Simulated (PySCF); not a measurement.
C$_{6}$H$_{10}$NO (SMILES C=CC(=O)N(C)[CH]C) (doublet)

```xyz
18

C     3.1778   -0.8676   -0.1568
C     1.8468   -0.8470   -0.2130
C     1.1178    0.3936   -0.4702
O     1.6366    1.3927   -0.9657
N    -0.2493    0.3985   -0.1764
C    -1.0191    1.4980   -0.7188
C    -0.8694   -0.5038    0.6090
C    -2.3399   -0.5196    0.7917
H     3.7328   -1.7803   -0.0255
H     3.7372    0.0486   -0.2406
H     1.2757   -1.7611   -0.1379
H    -1.5321    2.0404    0.0750
H    -1.7542    1.1304   -1.4359
H    -0.3198    2.1655   -1.2219
H    -0.2626   -1.2100    1.1423
H    -2.6238   -1.3778    1.3938
H    -2.6981    0.3823    1.2974
H    -2.8649   -0.5765   -0.1649
```

Geometry: GFN2-xTB.

Method: PySCF 2.14.0, density-fitted response routines, UKS B3LYP, pcH-1 on C H N O, non-relativistic, mean-field spin-orbit, GIAO.

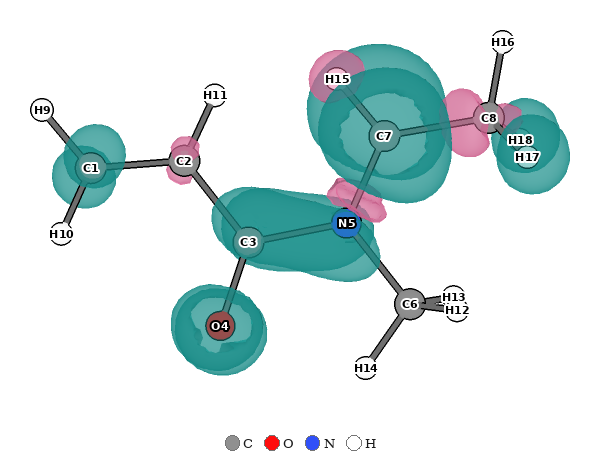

Figure 1. Isosurfaces of the spin density at +0.015 (teal) and −0.015 e/Å³ (pink), seen across its widest extent.

Describe the spin distribution.

Answer. The unpaired spin (1 electron) lies mostly on C7 (about 0.5), O4 (about 0.1) and N5 (about 0.1), in electrons by Hirshfeld's partition.

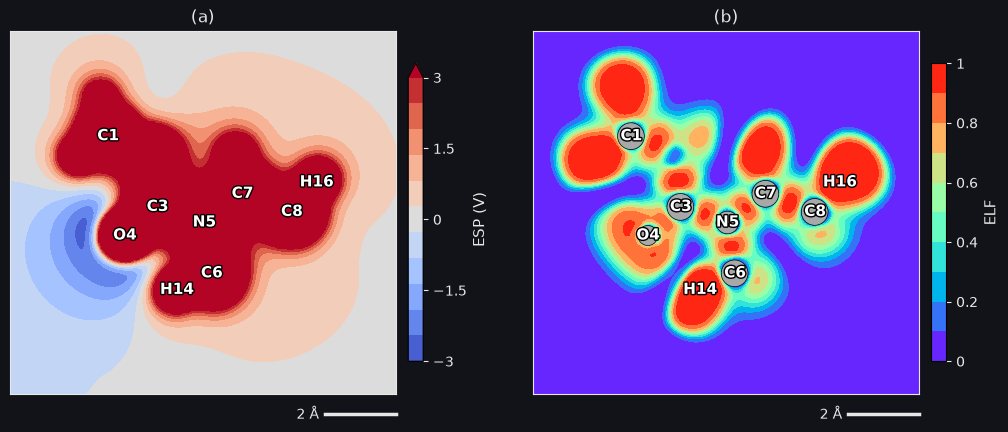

Figure 2. (a) electrostatic potential; (b) ELF on the plane of atoms N5, C6 and H14. Grey discs cover the atomic cores in the ELF map.

What does the map show?

Answer. The section cuts through C, O, N and H sites.
C–O (1.23 Å): the ELF peaks at about 0.85 between the atoms, as expected for a polar covalent bond.
C–N (1.35 Å): the ELF peaks at about 0.90 between the atoms: a covalent bond.
C–H (1.09 Å): the ELF climbs to about 1 towards the hydrogen, as it does in any bond to H: an ordinary covalent bond to hydrogen.
C–N (1.40 Å): the ELF peaks at about 0.90 between the atoms, as expected for a covalent bond.
C–N (1.45 Å): the ELF peaks at about 0.95 between the atoms; a shared electron pair.
The ELF also peaks beside O4, away from the bonds: non-bonding electrons, paired or unpaired.
Outside the dense part of the molecule the potential is most negative (−2.6 V) near O4.

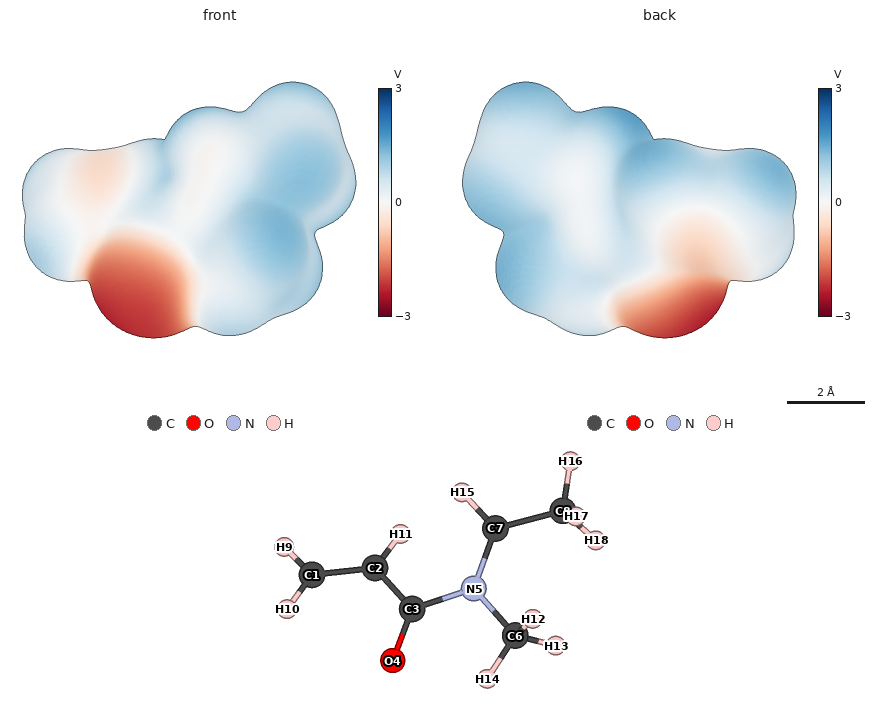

Figure 3. The electrostatic potential painted on the density surface at 0.004 e/bohr³, seen from the front and from behind; the colour scale runs from red (negative) to blue (positive). The bare structure is drawn below in the same view.

Describe the electrostatic potential map.

Answer. The most negative region (about −2.3 V, or −53 kcal/mol for a unit charge) lies over O4, the most positive (about +1.5 V, or +35 kcal/mol for a unit charge) over H15. O4 is the likeliest acceptor of a hydrogen bond.
